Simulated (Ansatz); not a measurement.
## Electronic structure of C4H12Al2F2 (SMILES C[CH2][AlH-]1[F+][AlH-]([CH2]C)[F+]1) in real space

The calculation's input:

```
crystal:
  periodic: [false, false, false]
  atoms:
    - {symbol: C, position_ang: [2.401222, -0.102167, 0.444050]}
    - {symbol: C, position_ang: [2.510181, -1.036067, -0.762913]}
    - {symbol: Al, position_ang: [0.839349, -1.424484, -1.679478]}
    - {symbol: F, position_ang: [-0.491316, -1.757372, -0.463276]}
    - {symbol: Al, position_ang: [-1.491161, -0.233653, -0.669630]}
    - {symbol: C, position_ang: [-1.357698, 0.925299, 0.891575]}
    - {symbol: C, position_ang: [-2.688476, 1.518237, 1.360703]}
    - {symbol: F, position_ang: [-0.150987, 0.105813, -1.874805]}
    - {symbol: H, position_ang: [1.741846, -0.511702, 1.214318]}
    - {symbol: H, position_ang: [1.996165, 0.874417, 0.164751]}
    - {symbol: H, position_ang: [3.372076, 0.076639, 0.915451]}
    - {symbol: H, position_ang: [2.960958, -1.990160, -0.460045]}
    - {symbol: H, position_ang: [3.211891, -0.620043, -1.497580]}
    - {symbol: H, position_ang: [0.623168, -2.342326, -2.943497]}
    - {symbol: H, position_ang: [-2.805278, -0.595446, -1.464549]}
    - {symbol: H, position_ang: [-0.891874, 0.358496, 1.707284]}
    - {symbol: H, position_ang: [-0.647074, 1.730642, 0.667699]}
    - {symbol: H, position_ang: [-3.407143, 0.739450, 1.630774]}
    - {symbol: H, position_ang: [-3.160164, 2.123726, 0.581720]}
    - {symbol: H, position_ang: [-2.565685, 2.160730, 2.237450]}
basis:
  gaussian: {orbitals: def2-TZVPP}
hamiltonian: {xc: pbe0, dispersion: d4}
output: {orbitals: {seedname: orbitals}}
```

Run with:

```sh
ansatz run in.yaml --threads 2 --pin off --events-out ev --progress --plain --max-ram 22528MiB --backend cuda --devices 0, --max-vram 18GiB
```

Geometry: PBE0-D4/def2-TZVP.

The calculation used Ansatz, RKS PBE0-D4/def2-TZVPP.

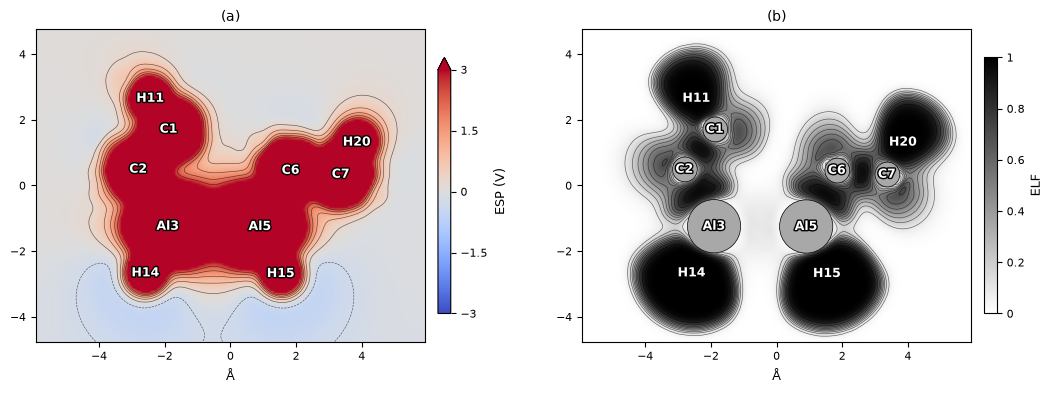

Figure 1. (a) electrostatic potential; (b) electron localisation function on the plane of atoms Al5, C6 and C7. Grey discs cover the atomic cores in the ELF map.

Q: Read the bonding off the picture.

A:
- The section cuts through C, Al and H sites.
- C–C (1.53 Å): the ELF peaks at about 0.95 between the atoms: a covalent bond.
- C–Al (1.94 Å): the ELF peaks at about 0.95 between the atoms (a shared but strongly polarised pair).
- C–H (1.09 Å): the ELF climbs to about 1 towards the hydrogen, as it does in any bond to H; an ordinary covalent bond to hydrogen.
- Al–H (1.58 Å): the ELF climbs to about 1 towards the hydrogen.
- Outside the dense part of the molecule the potential is most negative (−0.6 V) near H15.

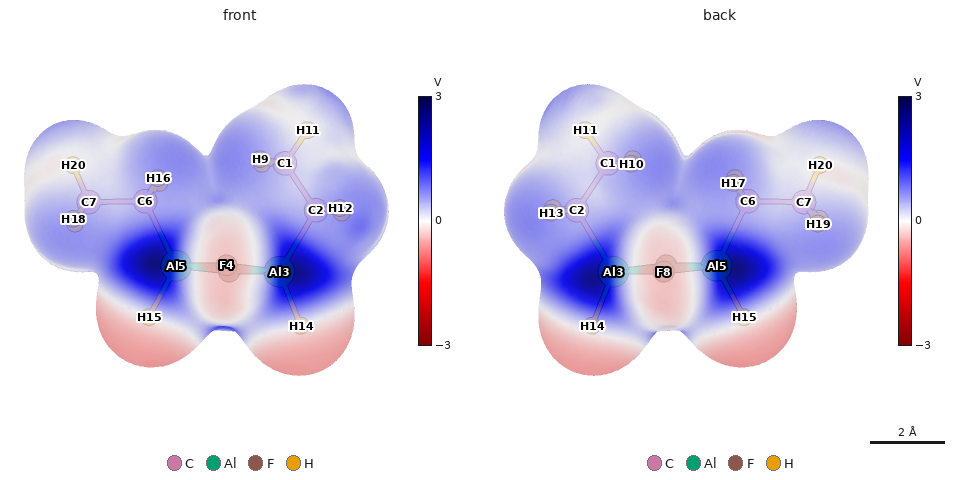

Figure 2. The molecular electrostatic potential painted on the density surface at 0.002 e/bohr³, seen from the front and from behind; red is negative and blue positive.

Q: Where is the surface potential most negative and most positive?

A: The most negative region (about −0.5 V) lies over H14 and H15, the most positive (about +2.4 V) over Al3 and Al5.

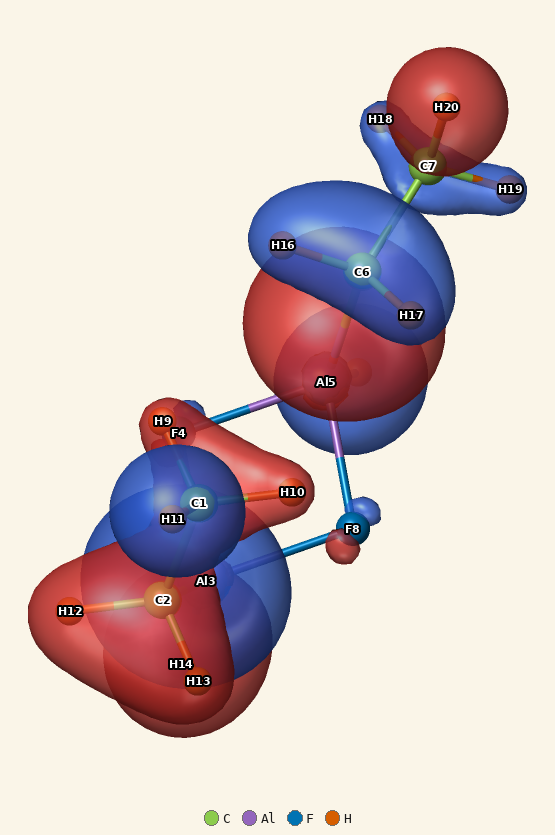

Figure 3. The HOMO−1 at ±0.08 Å⁻³ᐟ² (blue and red are the two phases), seen at an oblique angle.

Q: Where does this orbital lie, and at what energy?

A: It lies mainly on C2 (about 20 %), C6 (about 15 %), Al3 (about 10 %), Al5 (about 10 %) and H14 (about 5 %). Its energy is −7.70 eV.
